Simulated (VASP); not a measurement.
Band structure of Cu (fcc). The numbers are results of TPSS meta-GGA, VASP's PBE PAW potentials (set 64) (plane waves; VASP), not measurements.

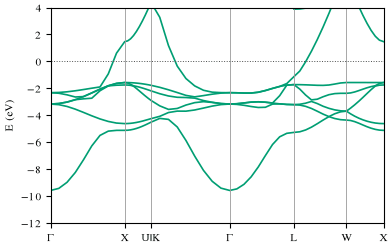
Figure: Bands along high-symmetry lines, zero at the valence-band maximum or, without a gap, the Fermi level

Read the plot: is there a gap, and where are the band edges?

It has no gap at this level: it comes out as a metal or semimetal.

The compound is Cu in the fcc structure. It was relaxed first.
